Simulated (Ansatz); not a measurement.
AlGeH₆OF: nudged elastic band (part 2 of 2)

Continued. System: AlGeH₆OF. Method: RKS BHLYP-D4/def2-SVP (Ansatz 0.2.0). It belongs to a series of runs on one base structure; here: band between the two ends.

Geometry of the input (Å):
```
Ge 0.5387  0.3791  -0.1392
F  0.2610  -0.5718  1.3094
H  2.0276  0.7222  -0.0648
H  -0.3324  1.6215  -0.0333
H  0.2275  -0.5153  -1.3292
O  -2.2380  -0.6996  0.4229
Al -3.8685  -1.1335  0.3179
H  -4.5257  -2.0431  1.4209
H  -4.6481  -0.5778  -0.9239
H  -1.5804  -0.9197  1.0815
```

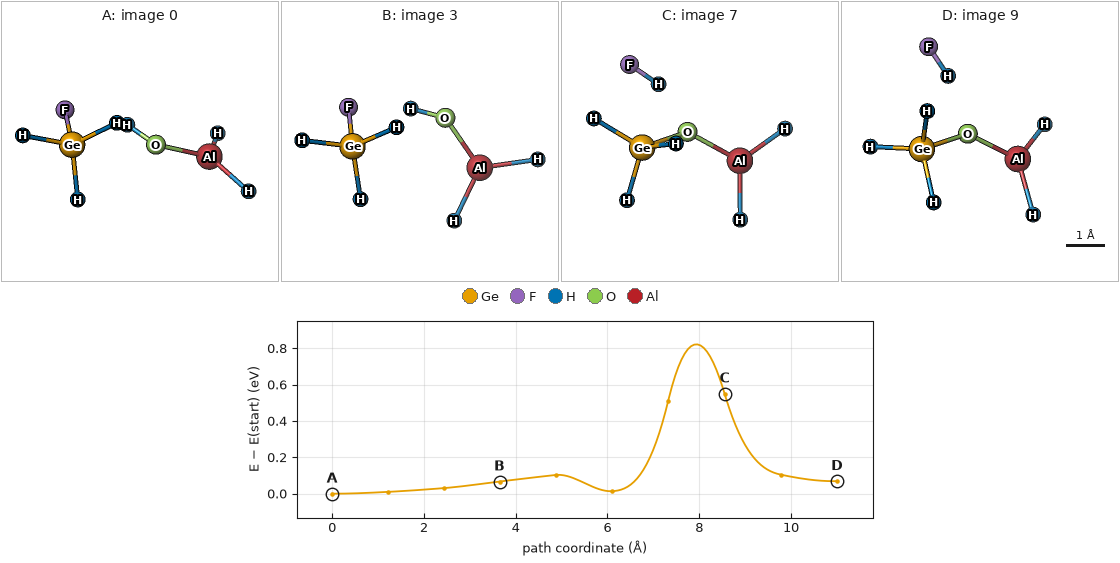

*Images of the last band (counted from 0; ball-and-stick, seen at a tilt) above the energy along the path; the line is a cubic interpolation that uses the forces.*

The highest image is number 7, 0.551 eV above the start and 0.482 eV above the end; the end lies 0.069 eV above the start. A further maximum stands at image 4, 0.103 eV from the start, so the path isn't one elementary step. The path is 11.01 Å long. The band converged in 34 iterations.

```
Total energy: -67962.58956460 eV, -2497.5790998011 hartree
Atom 0 at    -0.261341     0.091624    -0.389471 Å, force    -0.286586    -0.029280    -0.251586 eV/Å
Atom 1 at    -0.083465    -0.343933     2.248727 Å, force    -0.206199    -0.121506     0.538285 eV/Å
Atom 2 at     1.142718     0.299454     0.188136 Å, force    -0.367009    -0.187999     0.250594 eV/Å
Atom 3 at    -0.768597     1.455679    -0.841458 Å, force     0.002525     0.082254    -0.272502 eV/Å
Atom 4 at    -0.160525    -0.987173    -1.458046 Å, force     0.000188     0.038771    -0.313358 eV/Å
Atom 5 at    -1.723787    -0.501511     0.545233 Å, force     0.173640     0.128233    -0.168090 eV/Å
Atom 6 at    -3.322909    -0.958767     0.117867 Å, force     0.135399     0.031120    -0.035199 eV/Å
Atom 7 at    -3.511035    -1.595296    -1.303916 Å, force    -0.019799    -0.001964    -0.013562 eV/Å
Atom 8 at    -4.517325    -0.707259     1.109810 Å, force     0.166411    -0.021881     0.037766 eV/Å
Atom 9 at    -0.932235    -0.491020     1.845419 Å, force     0.401430     0.082251     0.227651 eV/Å
Dipole moment:    -0.240437    -0.007643    -0.395678 e Å
this run last wrote the band of iteration 34 to [file]
```

### The last band as extended XYZ (Å, eV, eV/Å)
```
10
Properties=species:S:1:pos:R:3:forces:R:3 image=0 energy=-67963.14049
Ge    0.5387    0.3791   -0.1392   -0.0004   0.0048  -0.0017
F     0.2610   -0.5718    1.3094   -0.0018  -0.0019   0.0028
H     2.0276    0.7222   -0.0648   -0.0020   0.0016   0.0014
H    -0.3324    1.6215   -0.0333    0.0031  -0.0026  -0.0004
H     0.2275   -0.5153   -1.3292   -0.0008  -0.0019  -0.0027
O    -2.2380   -0.6996    0.4229   -0.0132  -0.0041   0.0010
Al   -3.8685   -1.1335    0.3179   -0.0047  -0.0025   0.0018
H    -4.5257   -2.0431    1.4209    0.0035   0.0054  -0.0057
H    -4.6481   -0.5778   -0.9239    0.0018   0.0002   0.0009
H    -1.5804   -0.9197    1.0815    0.0144   0.0010   0.0027
10
Properties=species:S:1:pos:R:3:forces:R:3 image=1 energy=-67963.13055
Ge    0.5120    0.3011   -0.1597    0.0068   0.0113  -0.0040
F     0.1841   -0.4622    1.3853   -0.0055  -0.0054   0.0047
H     2.0354    0.4221   -0.1919    0.0027  -0.0023  -0.0024
H    -0.1694    1.6599   -0.1422   -0.0061  -0.0015  -0.0002
H     0.0014   -0.6473   -1.2358    0.0024   0.0045   0.0002
O    -2.3836   -0.3157    0.6806    0.0057   0.0205  -0.0084
Al   -3.7967   -1.1512    0.2786    0.0100  -0.0167  -0.0090
H    -4.0929   -2.5641    0.9032   -0.0140   0.0048   0.0103
H    -4.7417   -0.4443   -0.7535   -0.0025   0.0011   0.0020
H    -1.6870   -0.5363    1.2977    0.0005  -0.0162   0.0067
10
Properties=species:S:1:pos:R:3:forces:R:3 image=2 energy=-67963.10985
Ge    0.4582    0.1999   -0.1748    0.0028   0.0015  -0.0005
F     0.0986   -0.3922    1.4355   -0.0028  -0.0032   0.0012
H     1.9828    0.2030   -0.2480    0.0018  -0.0012  -0.0026
H    -0.1384    1.5944   -0.2790   -0.0002   0.0026   0.0050
H    -0.1547   -0.8065   -1.1419   -0.0047   0.0088  -0.0036
O    -2.5345   -0.0857    0.9449    0.0043   0.0119   0.0046
Al   -3.6909   -1.1013    0.2491    0.0100  -0.0105  -0.0313
H    -3.4619   -2.6575    0.1959   -0.0113  -0.0032   0.0231
H    -4.9453   -0.3960   -0.3728   -0.0014   0.0011   0.0012
H    -1.7523   -0.2964    1.4533    0.0015  -0.0078   0.0029
10
Properties=species:S:1:pos:R:3:forces:R:3 image=3 energy=-67963.07358
Ge    0.4818    0.1120   -0.2092   -0.0059   0.0062  -0.0014
F     0.0843   -0.2324    1.4624    0.0048  -0.0049   0.0023
H     1.9978    0.2745   -0.2289    0.0005  -0.0091  -0.0023
H    -0.2523    1.3940   -0.5754    0.0028   0.0093   0.0084
H     0.0079   -1.1002   -1.0016   -0.0101   0.0059  -0.0053
O    -2.6181   -0.1435    1.1875    0.0008   0.0325   0.0174
Al   -3.7023   -1.0219    0.2548    0.0007  -0.0116  -0.0329
H    -3.2271   -2.2900   -0.5511    0.0056  -0.0169   0.0197
H    -5.1711   -0.4787    0.1792   -0.0017   0.0043  -0.0007
H    -1.7393   -0.2520    1.5447    0.0025  -0.0157  -0.0053
10
Properties=species:S:1:pos:R:3:forces:R:3 image=4 energy=-67963.03762
Ge    0.5588    0.0565   -0.2178   -0.0014   0.0030  -0.0070
F     0.0725   -0.0078    1.4650    0.0054  -0.0128  -0.0088
H     2.0078    0.5292   -0.1845    0.0002  -0.0039  -0.0147
H    -0.3727    1.0529   -0.8951    0.0001   0.0133   0.0111
H     0.4067   -1.3602   -0.7563   -0.0061  -0.0026   0.0168
O    -2.6007   -0.3783    1.2528   -0.0163   0.0464   0.0212
Al   -3.7983   -0.9520    0.2520    0.0060  -0.0154   0.0002
H    -3.4252   -1.7791   -1.0377    0.0006   0.0005  -0.0042
H    -5.2840   -0.6142    0.6287    0.0015  -0.0091  -0.0161
H    -1.7035   -0.2853    1.5550    0.0099  -0.0192   0.0015
10
Properties=species:S:1:pos:R:3:forces:R:3 image=5 energy=-67963.12681
Ge    0.5188    0.1285   -0.0998    0.0057   0.0037   0.0067
F     0.0586    0.2301    1.5904    0.0056   0.0059  -0.0101
H     1.9822    0.5761   -0.0910    0.0085   0.0052  -0.0021
H    -0.3547    1.1153   -0.8620    0.0066   0.0003  -0.0017
H     0.3780   -1.3171   -0.5474    0.0213  -0.0040   0.0163
O    -2.1997   -0.6922    0.6062   -0.0110  -0.0022  -0.0041
Al   -3.7946   -1.0333    0.1733   -0.0024  -0.0208   0.0034
H    -3.9705   -1.7132   -1.2283   -0.0260   0.0156  -0.0060
H    -4.9881   -0.6756    1.1312   -0.0050  -0.0020   0.0077
H    -1.7685   -0.3567    1.3896   -0.0034  -0.0018  -0.0101
10
Properties=species:S:1:pos:R:3:forces:R:3 image=6 energy=-67962.62844
Ge    0.0864    0.0717   -0.1124    0.3433   0.0636   0.3114
F     0.0681   -0.0496    1.7174    0.2452   0.1261  -0.6217
H     1.5676    0.3995   -0.0524    0.4357   0.1464  -0.2897
H    -0.6684    1.2716   -0.7057    0.0312  -0.0686   0.2998
H    -0.0862   -1.1680   -1.0050    0.0229  -0.0058   0.3501
O    -1.9411   -0.5850    0.7385   -0.2194  -0.1328   0.2184
Al   -3.4762   -0.9772    0.1397   -0.1521  -0.0491   0.0441
H    -3.4990   -1.6618   -1.2676   -0.0274   0.0546  -0.0144
H    -4.7067   -0.6096    1.0251   -0.1608  -0.0360   0.0111
H    -1.4829   -0.4297    1.5847   -0.5187  -0.0985  -0.3092
10
Properties=species:S:1:pos:R:3:forces:R:3 image=7 energy=-67962.58937
Ge   -0.2613    0.0916   -0.3895   -0.2866  -0.0293  -0.2516
F    -0.0835   -0.3439    2.2487   -0.2062  -0.1215   0.5383
H     1.1427    0.2995    0.1881   -0.3670  -0.1880   0.2506
H    -0.7686    1.4557   -0.8415    0.0025   0.0823  -0.2725
H    -0.1605   -0.9872   -1.4580    0.0002   0.0388  -0.3134
O    -1.7238   -0.5015    0.5452    0.1736   0.1282  -0.1681
Al   -3.3229   -0.9588    0.1179    0.1354   0.0311  -0.0352
H    -3.5110   -1.5953   -1.3039   -0.0198  -0.0020  -0.0136
H    -4.5173   -0.7073    1.1098    0.1664  -0.0219   0.0378
H    -0.9322   -0.4910    1.8454    0.4014   0.0823   0.2277
10
Properties=species:S:1:pos:R:3:forces:R:3 image=8 energy=-67963.03581
Ge   -0.2418    0.1102   -0.5636    0.0040  -0.0020  -0.0097
F    -0.4853   -0.2103    2.6478   -0.0251   0.0144   0.0196
H     1.0220   -0.2137    0.2191   -0.0066  -0.0263   0.0008
H    -0.4448    1.6153   -0.7297    0.0166   0.0044  -0.0005
H    -0.2675   -0.6041   -1.9167   -0.0044   0.0135  -0.0220
O    -1.6344   -0.4989    0.3786    0.0026  -0.0027  -0.0092
Al   -3.2350   -1.0378    0.1162    0.0035   0.0067  -0.0020
H    -3.6382   -1.4212   -1.3514   -0.0059   0.0021   0.0000
H    -4.1891   -1.0937    1.3547    0.0182  -0.0236   0.0135
H    -1.0244   -0.3840    1.9073   -0.0030   0.0136   0.0095
10
Properties=species:S:1:pos:R:3:forces:R:3 image=9 energy=-67963.07147
Ge   -0.2217    0.0762   -0.5342    0.0232   0.0095  -0.0151
F    -0.5735    0.1701    2.5728   -0.0230  -0.0123  -0.0270
H     0.9432   -0.7908   -0.0689   -0.0060   0.0050  -0.0024
H    -0.0120    1.5530   -0.2190   -0.0020  -0.0087  -0.0047
H    -0.5089   -0.1375   -2.0245    0.0016   0.0015   0.0094
O    -1.6767   -0.4584    0.3555   -0.0174  -0.0096   0.0228
Al   -3.2155   -1.1515    0.0998   -0.0095  -0.0026  -0.0152
H    -3.6377   -1.4907   -1.3756    0.0074   0.0068   0.0310
H    -4.0968   -1.3974    1.3708    0.0086   0.0012  -0.0150
H    -1.1388   -0.1112    1.8855    0.0172   0.0091   0.0161
```

### Results in brief

```tsv
quantity	value
outcome	converged
barrier, forward	0.551 eV
barrier, backward	0.482 eV
wall time	11 min (CPU time 22 min)
peak memory	0.27 GiB
```

The order of the saddle point was not checked.
